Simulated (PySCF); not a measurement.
# [B2Si2NH10]− (SMILES [BH3-]BN([SiH3])[SiH3]) at 5 levels

Aim: a comparison of 5 runs (HF/STO-3G, HF/def2-SVP, B2PLYP/3-21G, B3LYP/6-31G*, PBE0/def2-SVP) of [B2Si2NH10]−. 

Program for the calculation: PySCF 2.14.0.

## (1) The structure to begin with

[B2Si2NH10]− has 15 atoms, charge -1, and is taken as a singlet. SMILES: `[BH3-]BN([SiH3])[SiH3]`. Geometry: relaxed at GFN2-xTB. This is one conformer, not always the lowest.

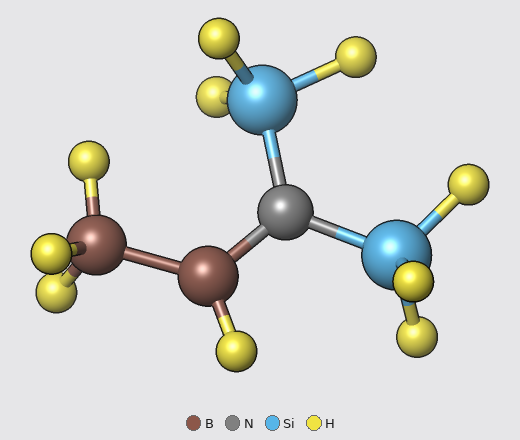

The structure, seen from a chosen angle (boron brown, nitrogen grey, silicon blue, hydrogen yellow).

## (2) Energy and gradient at HF/STO-3G (run 1)

The input, calc.py:

```python
# [BH3-]BN([SiH3])[SiH3]
from pyscf import gto, scf

molecule = gto.M(
    atom='''
B     -2.152927     2.855811     2.404676
B     -2.154193     0.388112     0.437415
N      0.185949    -0.699917    -0.571869
Si    -0.148532    -3.261743    -2.549259
Si     3.086905     0.592807     0.257551
H      0.042349     3.525492     2.950127
H     -3.246946     2.397590     4.404725
H     -3.209397     4.701922     1.467032
H     -3.992387    -0.715035    -0.343136
H     -1.593379    -2.640325    -4.851343
H      2.322851    -4.209025    -3.425507
H     -1.388760    -5.417146    -1.287905
H      3.775522     0.219246     2.914581
H      4.997608    -0.918142    -1.160878
H      3.475282     3.180371    -0.646211
''',
    verbose=4,
    spin=0,
    charge=-1,
    unit='bohr',
    max_memory=1860,
    basis='sto-3g',
)

myscf = scf.RHF(molecule)
myscf.conv_tol = 1e-10
myscf.kernel()
if not myscf.converged:
    myscf = myscf.newton().run(myscf.mo_coeff, myscf.mo_occ)

e_final = myscf.e_tot
print('Final energy', e_final)
grad = myscf.nuc_grad_method().kernel()
dip = myscf.dip_moment()
pop, q = myscf.mulliken_pop()
```

Command:

```sh
$ OMP_NUM_THREADS=1 python calc.py
```

Standard output:

```text
PySCF version 2.14.0

[... 69 lines left out ...]
converged SCF energy = -679.455451835518
Final energy -679.4554518355183
[... 12 lines left out ...]
WARN: System has nonzero charge -1; the dipole moment is origin-dependent.
[... 2 lines left out ...]
Dipole moment(X, Y, Z, Debye):  4.77375, -5.54629, -4.69759
[... 20 lines left out ...]
pop of  3 Si 2py          1.96451
pop of  3 Si 2pz          1.96462
pop of  3 Si 3px          0.74158
pop of  3 Si 3py          0.69827
pop of  3 Si 3pz          0.72328
pop of  4 Si 1s           1.99960
pop of  4 Si 2s           1.98707
pop of  4 Si 3s           1.13413
pop of  4 Si 2px          1.96362
pop of  4 Si 2py          1.96467
pop of  4 Si 2pz          1.96473
pop of  4 Si 3px          0.63943
pop of  4 Si 3py          0.74435
pop of  4 Si 3pz          0.75534
pop of  5 H 1s            1.22723
pop of  6 H 1s            1.20132
pop of  7 H 1s            1.20025
pop of  8 H 1s            1.17848
pop of  9 H 1s            1.19382
pop of  10 H 1s           1.20247
pop of  11 H 1s           1.19381
pop of  12 H 1s           1.18007
pop of  13 H 1s           1.22693
pop of  14 H 1s           1.17800
 ** Mulliken atomic charges  **
charge of    0B =     -0.14089
charge of    1B =      0.18293
charge of    2N =     -0.72227
charge of    3Si =      0.81554
charge of    4Si =      0.84706
charge of    5H =     -0.22723
charge of    6H =     -0.20132
charge of    7H =     -0.20025
charge of    8H =     -0.17848
charge of    9H =     -0.19382
charge of   10H =     -0.20247
charge of   11H =     -0.19381
charge of   12H =     -0.18007
charge of   13H =     -0.22693
charge of   14H =     -0.17800
```

Run time: 3.9 s. Hardware: 1 thread of Intel Xeon at 2.70GHz, shared host; peak memory 0.12 GiB.

## (3) Energy and forces at HF/def2-SVP (run 2)

The input, run.py:

```python
# [BH3-]BN([SiH3])[SiH3]
import pyscf.grad
from pyscf import gto

system = gto.M(
    atom='''
B       -1.139280       1.511230       1.272500
B       -1.139950       0.205380       0.231470
N        0.098400      -0.370380      -0.302620
Si      -0.078600      -1.726040      -1.349010
Si       1.633520       0.313700       0.136290
H        0.022410       1.865610       1.561140
H       -1.718210       1.268750       2.330880
H       -1.698340       2.488150       0.776320
H       -2.112680      -0.378380      -0.181580
H       -0.843180      -1.397200      -2.567220
H        1.229200      -2.227320      -1.812700
H       -0.734900      -2.866630      -0.681530
H        1.997920       0.116020       1.542330
H        2.644620      -0.485860      -0.614310
H        1.839040       1.682980      -0.341960
''',
    verbose=4,
    basis='def2-svp',
    max_memory=1860,
    charge=-1,
    spin=0,
)

mf = system.RHF()
mf.conv_tol = 1e-10
mf.kernel()
if not mf.converged:
    mf = mf.newton().run(mf.mo_coeff, mf.mo_occ)

etot = mf.e_tot
print('E = %.10f Eh' % etot)
grad = mf.Gradients().kernel()
dip = mf.dip_moment()
pop, q = mf.mulliken_pop()
```

Command:

```sh
$ OMP_NUM_THREADS=1 python run.py
```

Standard output:

```text
PySCF version 2.14.0

[... 69 lines left out ...]
converged SCF energy = -687.286695514386
[... 13 lines left out ...]
WARN: System has nonzero charge -1; the dipole moment is origin-dependent.
[... 2 lines left out ...]
Dipole moment(X, Y, Z, Debye):  3.59571, -4.70493, -3.96355
[... 105 lines left out ...]
pop of  10 H 2s           0.42683
pop of  10 H 2px          0.00769
pop of  10 H 2py          0.00151
pop of  10 H 2pz          0.00141
pop of  11 H 1s           0.76047
pop of  11 H 2s           0.42866
pop of  11 H 2px          0.00240
pop of  11 H 2py          0.00571
pop of  11 H 2pz          0.00240
pop of  12 H 1s           0.76038
pop of  12 H 2s           0.40887
pop of  12 H 2px          0.00086
pop of  12 H 2py          0.00064
pop of  12 H 2pz          0.00939
pop of  13 H 1s           0.76178
pop of  13 H 2s           0.46139
pop of  13 H 2px          0.00422
pop of  13 H 2py          0.00294
pop of  13 H 2pz          0.00266
pop of  14 H 1s           0.76016
pop of  14 H 2s           0.40589
pop of  14 H 2px          0.00053
pop of  14 H 2py          0.00900
pop of  14 H 2pz          0.00141
 ** Mulliken atomic charges  **
charge of    0B =     -0.15043
charge of    1B =      0.32145
charge of    2N =     -0.83222
charge of    3Si =      0.80705
charge of    4Si =      0.82786
charge of    5H =     -0.19291
charge of    6H =     -0.19960
charge of    7H =     -0.19744
charge of    8H =     -0.19590
charge of    9H =     -0.19990
charge of   10H =     -0.19822
charge of   11H =     -0.19963
charge of   12H =     -0.18014
charge of   13H =     -0.23299
charge of   14H =     -0.17700
```

Run time: 22 s. Hardware: 1 thread of Intel Xeon at 2.70GHz, shared host; peak memory 0.38 GiB.

Run 3 isn't shown in full; the table further down has it.

## (4) Energy and gradient at B3LYP/6-31G(d) (spherical functions) (run 4)

The input, run.py:

```python
# [BH3-]BN([SiH3])[SiH3]
from pyscf import gto, dft

molecule = gto.M(
    atom='''
B     -2.152927     2.855811     2.404676
B     -2.154193     0.388112     0.437415
N      0.185949    -0.699917    -0.571869
Si    -0.148532    -3.261743    -2.549259
Si     3.086905     0.592807     0.257551
H      0.042349     3.525492     2.950127
H     -3.246946     2.397590     4.404725
H     -3.209397     4.701922     1.467032
H     -3.992387    -0.715035    -0.343136
H     -1.593379    -2.640325    -4.851343
H      2.322851    -4.209025    -3.425507
H     -1.388760    -5.417146    -1.287905
H      3.775522     0.219246     2.914581
H      4.997608    -0.918142    -1.160878
H      3.475282     3.180371    -0.646211
''',
    verbose=4,
    basis='6-31g*',
    unit='bohr',
    spin=0,
    charge=-1,
    max_memory=1860,
)

calc0 = dft.RKS(molecule, xc='b3lyp')
calc0.grids.level = 5
calc0.conv_tol = 1e-10
calc0.kernel()
if not calc0.converged:
    calc0 = calc0.newton().run(calc0.mo_coeff, calc0.mo_occ)

e_tot = calc0.e_tot
print('E = %.10f Eh' % e_tot)
grad = calc0.nuc_grad_method().kernel()
dip = calc0.dip_moment()
pop, q = calc0.mulliken_pop()
```

Command:

```sh
$ OMP_NUM_THREADS=1 python run.py
```

Standard output:

```text
PySCF version 2.14.0

[... 83 lines left out ...]
converged SCF energy = -689.522197768937
[... 14 lines left out ...]
WARN: System has nonzero charge -1; the dipole moment is origin-dependent.
[... 2 lines left out ...]
Dipole moment(X, Y, Z, Debye):  3.45391, -4.19230, -3.55499
[... 75 lines left out ...]
pop of  4 Si 3dyz         0.02700
pop of  4 Si 3dz^2        0.04911
pop of  4 Si 3dxz         0.05006
pop of  4 Si 3dx2-y2      0.04859
pop of  5 H 1s            0.51421
pop of  5 H 2s            0.61460
pop of  6 H 1s            0.50534
pop of  6 H 2s            0.65821
pop of  7 H 1s            0.50478
pop of  7 H 2s            0.65579
pop of  8 H 1s            0.53294
pop of  8 H 2s            0.60515
pop of  9 H 1s            0.52174
pop of  9 H 2s            0.58438
pop of  10 H 1s           0.52288
pop of  10 H 2s           0.58976
pop of  11 H 1s           0.52173
pop of  11 H 2s           0.58415
pop of  12 H 1s           0.52187
pop of  12 H 2s           0.57160
pop of  13 H 1s           0.52251
pop of  13 H 2s           0.61955
pop of  14 H 1s           0.52193
pop of  14 H 2s           0.56828
 ** Mulliken atomic charges  **
charge of    0B =     -0.26552
charge of    1B =      0.31588
charge of    2N =     -0.63397
charge of    3Si =      0.40677
charge of    4Si =      0.41823
charge of    5H =     -0.12881
charge of    6H =     -0.16355
charge of    7H =     -0.16057
charge of    8H =     -0.13810
charge of    9H =     -0.10611
charge of   10H =     -0.11264
charge of   11H =     -0.10588
charge of   12H =     -0.09347
charge of   13H =     -0.14206
charge of   14H =     -0.09020
```

Run time: 58 s. Hardware: 1 thread of Intel Xeon at 2.70GHz, shared host; peak memory 1 GiB.

## (5) Energy and gradient at PBE0/def2-SVP (run 5)

The input, job.py:

```python
import pyscf.grad
from pyscf import gto, dft

molecule = gto.Mole()
molecule.atom = '''
B     -2.152927     2.855811     2.404676
B     -2.154193     0.388112     0.437415
N      0.185949    -0.699917    -0.571869
Si    -0.148532    -3.261743    -2.549259
Si     3.086905     0.592807     0.257551
H      0.042349     3.525492     2.950127
H     -3.246946     2.397590     4.404725
H     -3.209397     4.701922     1.467032
H     -3.992387    -0.715035    -0.343136
H     -1.593379    -2.640325    -4.851343
H      2.322851    -4.209025    -3.425507
H     -1.388760    -5.417146    -1.287905
H      3.775522     0.219246     2.914581
H      4.997608    -0.918142    -1.160878
H      3.475282     3.180371    -0.646211
'''
molecule.verbose = 4
molecule.max_memory = 1860
molecule.basis = 'def2-svp'
molecule.unit = 'bohr'
molecule.charge = -1
molecule.build()

myscf = dft.RKS(molecule)
myscf.xc = 'pbe0'
myscf.conv_tol = 1e-10
myscf.grids.level = 5
myscf.kernel()
if not myscf.converged:
    myscf = myscf.newton().run(myscf.mo_coeff, myscf.mo_occ)

etot = myscf.e_tot
print(f'total energy: {etot:.8f} hartree')
grad = myscf.Gradients().kernel()
myscf.analyze()
```

Command:

```sh
$ OMP_NUM_THREADS=1 python job.py
```

Standard output:

```text
PySCF version 2.14.0

[... 98 lines left out ...]
Nuclear Repulsion Energy =             267.508476283353900
[... 13 lines left out ...]
MO #8   energy= -3.5440559221679   occ= 2
[... 11 lines left out ...]
MO #20  energy= -0.255243758102588 occ= 2
[... 11 lines left out ...]
MO #32  energy= 0.211939583193188  occ= 0
[... 11 lines left out ...]
MO #44  energy= 0.422116979568578  occ= 0
[... 11 lines left out ...]
MO #56  energy= 0.593805502259268  occ= 0
[... 11 lines left out ...]
MO #68  energy= 0.823780329712355  occ= 0
[... 11 lines left out ...]
MO #80  energy= 1.12860645018099   occ= 0
[... 11 lines left out ...]
MO #92  energy= 1.64118820762297   occ= 0
[... 11 lines left out ...]
MO #104 energy= 1.90583210854227   occ= 0
[... 11 lines left out ...]
MO #116 energy= 2.35452034599043   occ= 0
[... 11 lines left out ...]
MO #128 energy= 3.01742367351383   occ= 0
[... 111 lines left out ...]
pop of  11 H 2s           0.00366
pop of  11 H 2px          0.00082
pop of  11 H 2py          0.00181
pop of  11 H 2pz          0.00099
pop of  12 H 1s           1.11435
pop of  12 H 2s           0.00389
pop of  12 H 2px          0.00017
pop of  12 H 2py          0.00011
pop of  12 H 2pz          0.00357
pop of  13 H 1s           1.15393
pop of  13 H 2s           0.00292
pop of  13 H 2px          0.00136
pop of  13 H 2py          0.00084
pop of  13 H 2pz          0.00074
pop of  14 H 1s           1.11208
pop of  14 H 2s           0.00395
pop of  14 H 2px          0.00011
pop of  14 H 2py          0.00336
pop of  14 H 2pz          0.00039
 ** Mulliken atomic charges  **
charge of    0B =     -0.64560
charge of    1B =      0.03576
charge of    2N =     -0.64000
charge of    3Si =      0.61795
charge of    4Si =      0.62729
charge of    5H =     -0.06399
charge of    6H =     -0.03194
charge of    7H =     -0.02912
charge of    8H =     -0.06099
charge of    9H =     -0.13597
charge of   10H =     -0.13566
charge of   11H =     -0.13598
charge of   12H =     -0.12210
charge of   13H =     -0.15978
charge of   14H =     -0.11989

WARN: System has nonzero charge -1; the dipole moment is origin-dependent.
Location of origin: [0. 0. 0.]

Dipole moment(X, Y, Z, Debye):  3.40924, -4.20397, -3.56358
```

It took 71 s on 1 thread of Intel Xeon at 2.70GHz, shared host; peak memory 1.4 GiB.

## (6) Overview of the runs

```csv
run,level,task,frozen core orbitals,energy (Eh),HOMO energy (eV),LUMO energy (eV),HOMO–LUMO gap (eV),wall time
1,HF/STO-3G,gradient,–,-679.455452,-1.56,14.68,16.24,3.9 s
2,HF/def2-SVP,gradient,–,-687.286696,-4.94,7.71,12.65,22 s
3,B2PLYP/3-21G,energy,13,-685.344588,-2.61,6.01,8.62,23 s
4,B3LYP/6-31G* (spherical functions),gradient,–,-689.522198,-1.28,4.19,5.47,58 s
5,PBE0/def2-SVP,gradient,–,-688.859913,-1.81,4.28,6.09,71 s
```

## (7) Results

```
                                                    quantity          value
                                         run 5: total energy  -688.85991 Eh
                                          run 5: HOMO energy       -1.81 eV
                                          run 5: LUMO energy        4.28 eV
run 5: HOMO–LUMO gap (to an unbound level, set by the basis)        6.09 eV
                             run 5: largest force on an atom     0.755 eV/Å
```

In words: The HOMO–LUMO gap runs from 5.47 eV (B3LYP/6-31G*) to 16.24 eV (HF/STO-3G). The two ends differ in method and basis. The empty levels of an anion lie above zero and hang on the basis. Totals of different functionals can't be ranked against each other. In run 1 the basis is minimal, so the values are rough. All runs together took 3 min, the longest 71 s.
